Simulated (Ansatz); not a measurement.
SnS2 (CdI2 type)

```xyz
3
Lattice="3.6260 0.0000 0.0000 -1.8130 3.1402 0.0000 0.0000 0.0000 5.5735" Properties=species:S:1:pos:R:3 pbc="T T T"
Sn     0.0000     0.0000     0.0000
S      0.0000     2.0935     1.4737
S      1.8130     1.0467     4.0998
```

Equation-of-state scan: isotropic scaling of the cell above, V₀ being its volume. The atoms relax within the cell's symmetry.

These are PBEsol-D3(BJ) (plane waves to 420 eV, PAW, scalar-relativistic; Ansatz, a first-principles code) values and carry that method's errors. k mesh 11×11×6 (Γ-centred), Fermi-Dirac smearing 0.05 eV. Energies are smeared free energies. With the shape held, the modulus is that of even scaling; a crystal free to change shape is softer. SnS2 was relaxed with its symmetry unable to fall. The PAW data are Ansatz's earlier set. ΔE is measured from the relaxed starting cell.

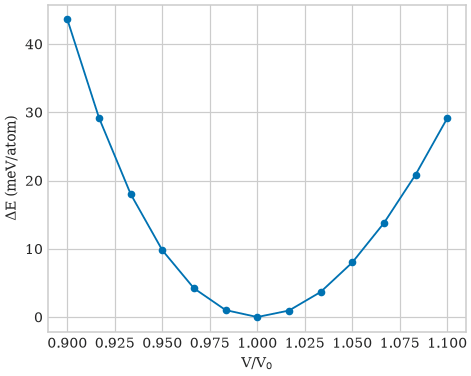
Figure: ΔE (meV/atom) against V/V₀; markers are the computed points, lines only join them.

Question: What is ΔE at V/V₀ = 0.900?

Answer: About 44 meV/atom.

Question: What bulk modulus at fixed cell shape B₀ follows from a third-order Birch-Murnaghan fit?

Answer: About 53 GPa.

Question: What is ΔE at V/V₀ = 1.100?

Answer: About 29 meV/atom.

(Under strain, the slope of the energy per volume gives the stress and its curvature an elastic modulus.)
